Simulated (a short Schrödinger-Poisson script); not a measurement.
Structure: gated Al0.33Ga0.67As/GaAs δ-doped gas in a quantum well, at 77 K.

```
layer        material  thickness (nm)  Na (cm⁻³)
-----  --------------  --------------  ---------
1      Al0.33Ga0.67As              30          -
2      Al0.33Ga0.67As               3          -
3                GaAs               6          -
4      Al0.33Ga0.67As            4000       1e14
```

The device is made up for the run: typed textbook-type constants, with dimensions and the other settings drawn at random. Al0.33Ga0.67As: permittivity 11.96, conduction-band edge (eV) 0.261, gap (eV) 1.836, electron mass (mₑ) 0.0944, Nv at 300 K (cm⁻³) 9e18. GaAs: permittivity 12.9, conduction-band edge (eV) 0, gap (eV) 1.424, Nv at 300 K (cm⁻³) 9e18.

Channel valleys (confinement mass, in-plane density-of-states mass, number): Γ 0.067, 0.067, 1. At the gate the conduction-band edge of layer 1 lies 1.01 eV − eVg above the Fermi level of the channel; the field vanishes at the back. Sheet of ionised δ-doping: +2.1e12 e/cm² at 30 nm from the gate. The barrier under the gate holds no holes. Gaps are held at their typed values at every temperature. Mesh 0.08 nm at interfaces.

Solved with a short Schrödinger-Poisson script written for these runs: 1D Poisson equation in equilibrium, electrons quantum, Hartree (BenDaniel-Duke, 40 states a valley, the channel's in-plane mass for all, wave functions free to enter the barrier), parabolic valleys, classical holes, full ionisation, no traps, pinning or gate leakage.

Only gate voltages with over 1e8 electrons/cm² are shown.

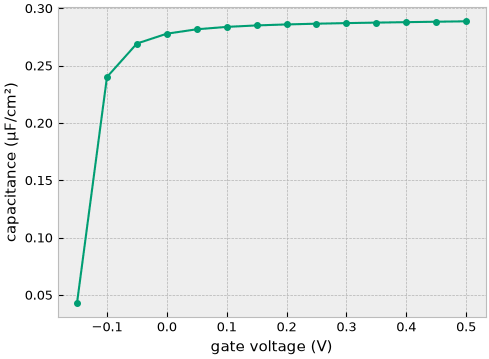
Quasi-static capacitance against gate voltage

```csv
Vg (V),electrons (cm⁻²),in the channel layer,C (μF/cm²),Γ E0 (meV),Γ E1 (meV)
0.5,1.11e12,1.00e12,0.289,-39.7,110.1
0.45,1.02e12,9.23e11,0.288,-36.5,115.7
0.4,9.31e11,8.43e11,0.288,-33.2,120.9
0.35,8.42e11,7.63e11,0.288,-30.0,125.8
0.3,7.52e11,6.83e11,0.287,-26.7,130.6
0.25,6.62e11,6.02e11,0.287,-23.5,135.2
0.2,5.73e11,5.22e11,0.286,-20.2,139.7
0.15,4.84e11,4.41e11,0.285,-16.8,144.1
0.1,3.95e11,3.60e11,0.284,-13.3,148.6
0.05,3.07e11,2.80e11,0.282,-9.6,153.2
0,2.20e11,2.01e11,0.278,-5.4,158.2
-0.05,1.34e11,1.23e11,0.269,-0.4,163.9
-0.1,5.35e10,4.90e10,0.240,7.3,172.3
-0.15,1.96e9,1.80e9,0.0431,30.2,195.5
```

Subbands count from the Fermi level.
